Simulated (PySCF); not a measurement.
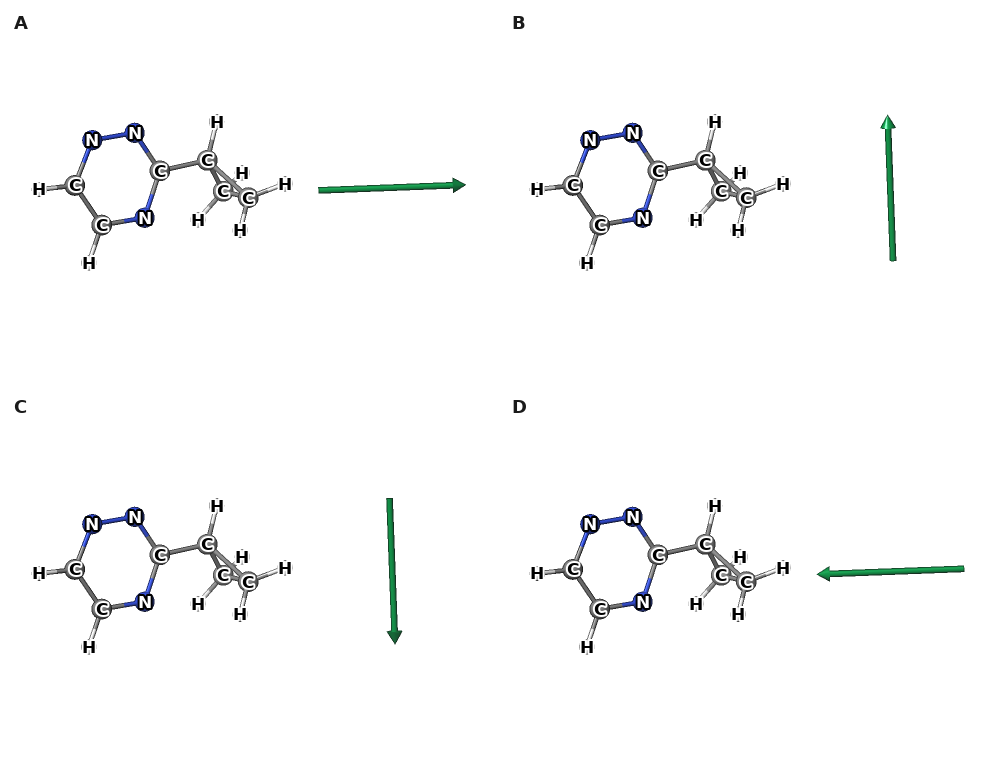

The same molecule four times, each with an arrow. The computed structure is the end point of a GFN2-xTB optimisation. No frequency run is at hand to confirm it as a minimum. Properties computed with PBE0/pcSseg-1, gas phase (PySCF 2.14.0).

Which arrow points along the dipole moment, from the negative to the positive end?

Answer. C. The dipole moment is 2.56 D.
